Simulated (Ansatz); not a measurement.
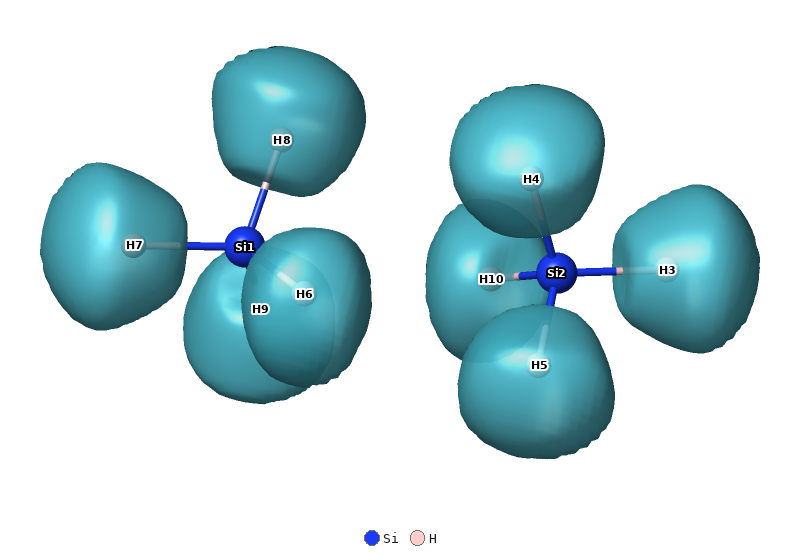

The picture shows: SiH$_{4}$···SiH$_{4}$. Isosurface of the ELF at 0.9 (cyan), seen at an oblique angle. Core shells and regions of very low density are left out.

All numbers below come from Ansatz, RKS PBE-D4/6-31G*.

```
atom    x (Å)    y (Å)    z (Å)
  Si  -0.4002   0.2568  -0.8066
  Si  -0.2270  -0.2569   3.2750
   H  -0.6666  -0.7180   4.6320
   H   0.8281  -1.1822   2.7518
   H   0.3268   1.1313   3.3749
   H   0.5212   0.9100   0.1788
   H   0.0041   0.6477  -2.1975
   H  -0.3112  -1.2316  -0.6615
   H  -1.8066   0.7036  -0.5482
   H  -1.4015  -0.2607   2.3447
```

### Describe the localisation domains.

At this value the surface marks out eight regions around hydrogen nuclei. Profiles from the grid: Si1···Si2 (4.12 Å): the ELF dips to about 0 between them: a weak contact between the two molecules. Si–H (1.50 Å): the ELF climbs to about 1 towards the hydrogen, as it does in any bond to H.
